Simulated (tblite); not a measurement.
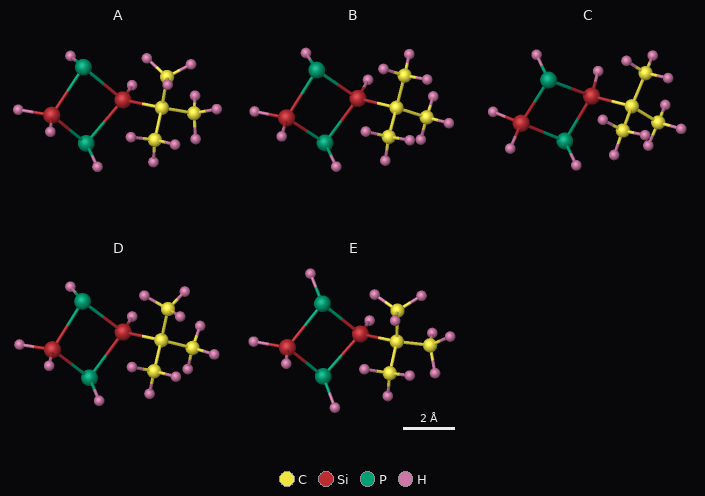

5 geometries from one relaxation of C4H14P2Si2, in shuffled order. A ball-and-stick model, seen face on.

The calculation used GFN2-xTB geometry optimisation, gas phase in tblite 0.8.0. 

Q: Put them in the order of the run, from the start to the converged end.

A: E, A, D, B, C. They are steps 0, 21, 55, 98, 136, at +141.1 kJ/mol, +27.6 kJ/mol, +13.3 kJ/mol, +4.27 kJ/mol relative to the last. Over 136 geometry steps the energy falls by 141.1 kJ/mol. The atom that moves furthest after the best rigid fit is an H atom (1.65 Å). Largest moves by element: H 1.65 Å, P 0.77 Å, C 0.64 Å, Si 0.60 Å. Some distances before and after: H–P 1.463 → 1.380 Å, P–Si 2.203 → 2.264 Å, C–Si 1.861 → 1.917 Å, H–P 1.432 → 1.380 Å. Among the angles between lasting bonds that change: Si–P–H 116.6° → 95.5°, Si–P–H 115.6° → 94.9°, Si–P–H 113.4° → 96.4°. Groups turn about C–C by about 50°, C–Si by about 45°, C–C by about 35°.
